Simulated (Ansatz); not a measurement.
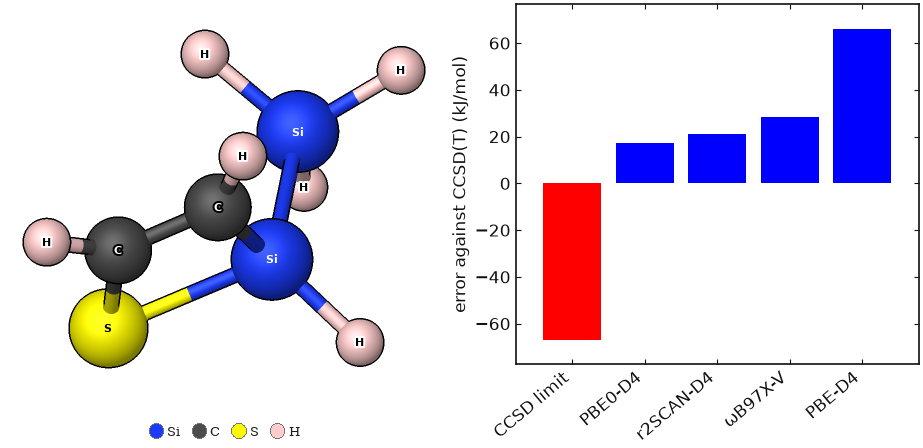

Error in the electronic atomisation energy (method less reference, so positive means overbinding) of C₂H₆SSi₂, SMILES [SiH3][Si@H]1C=CS1: functionals in def2-TZVPP against frozen-core CCSD(T) at the limit (MP2 extrapolated from triple and quadruple zeta, plus CCSD(T) less MP2 in a smaller set), which gives 3875.6 kJ/mol, at a PBE0-D4/def2-TZVP geometry (no frequency check), no zero-point or spin-orbit term, the Ansatz code. The reference leaves out core correlation, a term that grows with the number of heavy atoms. Limit means the basis limit.

Question: What range do the values span?

Answer: From −66.8 kJ/mol (CCSD limit) to 66.1 kJ/mol (PBE-D4).

Question: Which of these levels overbind, and which underbind?

Answer: Overbind: ωB97X-V and PBE-D4. Underbind: CCSD limit. Within 25 kJ/mol of zero, too close to call in view of what the reference leaves out: PBE0-D4 and r2SCAN-D4.
